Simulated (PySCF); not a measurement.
**C2H9As2Ga: core-level calculation**

C2H9As2Ga, computed with delta-SCF UKS SCAN, pcX-2 on the ionised atom, pcseg-1 elsewhere, spin-free X2C (PySCF 2.14.0).

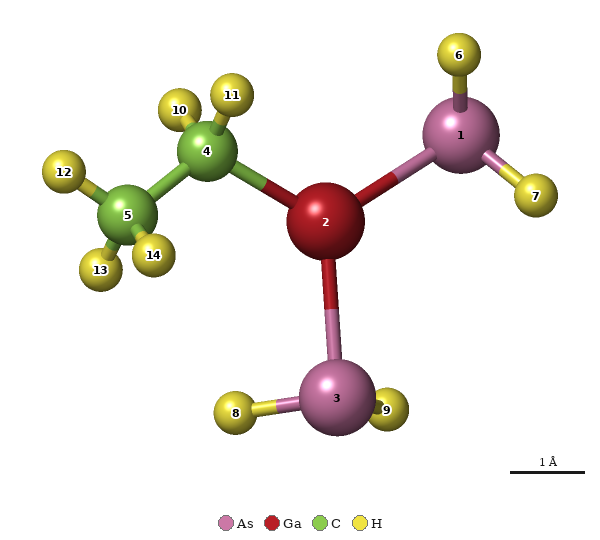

Figure 1. The input geometry (ball-and-stick view, seen at a tilt; atoms are numbered from 1 in the order of the input). Sticks mark near contacts.

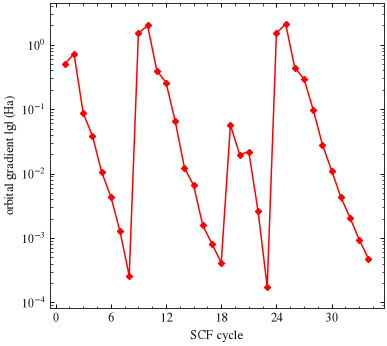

Figure 2. Convergence of the self-consistent field: orbital gradient |g| against the SCF cycle. All cycles printed in the log are drawn one after another.

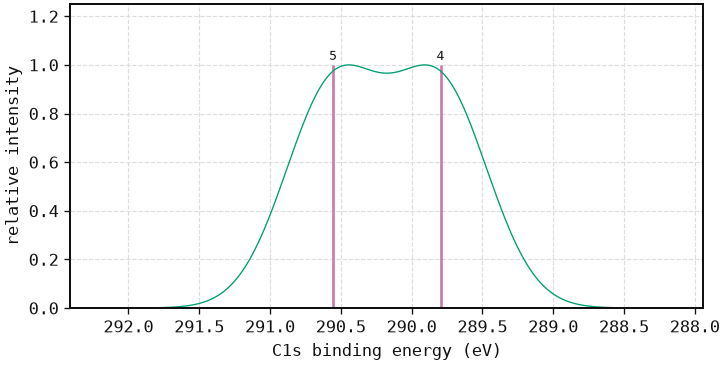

Figure 3. C1s binding energies by ΔSCF of the atoms computed, labelled by atom number, with a Gaussian envelope of 0.8 eV full width. They run from 289.80 eV (atom 4) to 290.55 eV (atom 5).

These pictures come from the run below.

Input:
```
{"job": {"kind": "xps", "holes": 5}, "charge": 0, "multiplicity": 1}
As    -2.331291     0.769259    -1.980461
Ga    -0.402841     0.035105    -0.697378
As     1.302372    -1.290105    -1.813259
C     -0.209988     0.491890     1.221209
C      1.036628    -0.056068     1.904651
H     -2.255406     2.183538    -1.412477
H     -1.466032     1.115603    -3.186925
H      1.321521    -2.314681    -0.682389
H      0.261856    -2.064248    -2.614304
H     -1.128410     0.135914     1.722327
H     -0.254899     1.593412     1.291769
H      1.086869     0.233695     2.967414
H      1.072887    -1.156527     1.867544
H      1.960222     0.308550     1.426887
```

The first line tells a small driver script what to run in PySCF; the rest is the geometry in Å.

Launched with:
```bash
OMP_NUM_THREADS=1 python <driver script> task.json out
```

The program's output:
```
ground state, core basis on atom 3 (C), 185 functions
  cycle   1  E = -6532.11036477  |g| = 4.98e-01
  cycle   2  E = -6532.02855055  |g| = 7.25e-01
  cycle   3  E = -6532.17825737  |g| = 8.63e-02
  cycle   4  E = -6532.18025844  |g| = 3.87e-02
  cycle   5  E = -6532.18068979  |g| = 1.06e-02
  cycle   6  E = -6532.18072746  |g| = 4.37e-03
  cycle   7  E = -6532.18073094  |g| = 1.26e-03
  cycle   8  E = -6532.18073457  |g| = 2.58e-04
  E(ground) = -6532.24634687 Eh
hole in C 1s of atom 3
  cycle   1  E = -6520.93724254  |g| = 1.51e+00
  cycle   2  E = -6519.90265206  |g| = 1.99e+00
  cycle   3  E = -6521.43978718  |g| = 3.97e-01
  cycle   4  E = -6521.47930927  |g| = 2.59e-01
  cycle   5  E = -6521.52980260  |g| = 6.50e-02
  cycle   6  E = -6521.53230784  |g| = 1.23e-02
  cycle   7  E = -6521.53240309  |g| = 6.53e-03
  cycle   8  E = -6521.53243900  |g| = 1.56e-03
  cycle   9  E = -6521.53244050  |g| = 8.08e-04
  cycle  10  E = -6521.53244050  |g| = 4.11e-04
  E(ion) = -6521.59653621 Eh   <S^2> = 0.7701   hole on atom = 1.000   binding energy = 289.796 eV
ground state, core basis on atom 4 (C), 185 functions
  cycle   1  E = -6532.17968483  |g| = 5.70e-02
  cycle   2  E = -6532.17963209  |g| = 1.97e-02
  cycle   3  E = -6532.17960264  |g| = 2.18e-02
  cycle   4  E = -6532.17973559  |g| = 2.62e-03
  cycle   5  E = -6532.17973109  |g| = 1.74e-04
  E(ground) = -6532.24489256 Eh
hole in C 1s of atom 4
  cycle   1  E = -6520.93734735  |g| = 1.50e+00
  cycle   2  E = -6519.41052270  |g| = 2.11e+00
  cycle   3  E = -6521.37422134  |g| = 4.38e-01
  cycle   4  E = -6521.44072521  |g| = 2.94e-01
  cycle   5  E = -6521.49724845  |g| = 9.76e-02
  cycle   6  E = -6521.50248632  |g| = 2.81e-02
  cycle   7  E = -6521.50304272  |g| = 1.11e-02
  cycle   8  E = -6521.50314700  |g| = 4.30e-03
  cycle   9  E = -6521.50315450  |g| = 2.06e-03
  cycle  10  E = -6521.50316223  |g| = 9.39e-04
  cycle  11  E = -6521.50316231  |g| = 4.76e-04
  E(ion) = -6521.56721456 Eh   <S^2> = 0.7691   hole on atom = 1.000   binding energy = 290.554 eV
```

Summary:

| quantity | value |
| --- | --- |
| outcome | converged |
| hardware | 1 CPU thread, shared host |
| wall time | 22 s |
| peak memory | 0.68 GiB |
